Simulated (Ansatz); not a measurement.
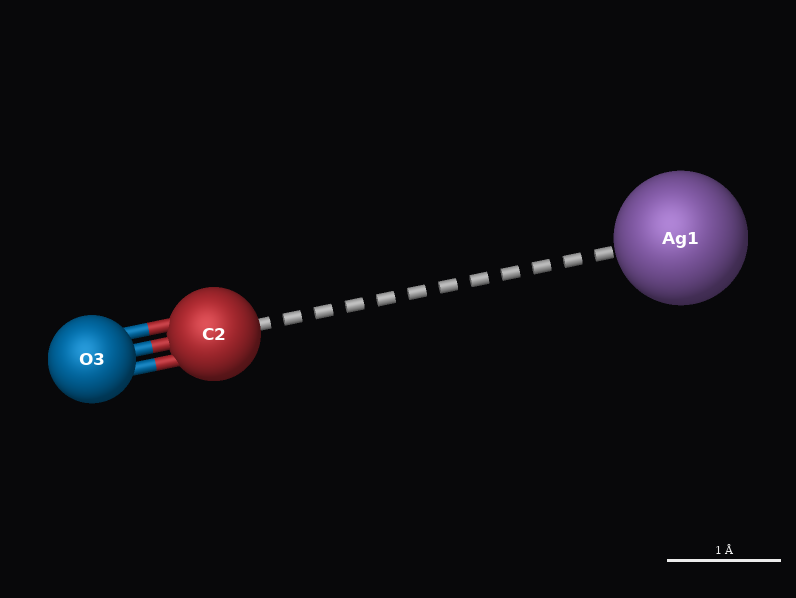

Two molecules or ions; the broken line marks their closest contact (measured against van der Waals radii). State: charge +1, singlet. Geometry: a pair of rigid molecules at a changed separation. Program: Ansatz 0.2.0.

Q: Which two species are they?

A: Ag and CO (`[Ag+].[C-]#[O+]`).

Q: How long is the contact?

A: Ag1···C2 is 4.26 Å.

Give the counterpoise-corrected interaction energy (kJ/mol, monomers kept as in the pair) with RHF-CCSD(T) (frozen core)/def2-TZVPPD; ωB97M-V/def2-TZVPPD.

| level | interaction energy (kJ/mol) |
| --- | --- |
| RHF-CCSD(T) (frozen core)/def2-TZVPPD | −14.2 |
| ωB97M-V/def2-TZVPPD | −13.9 |
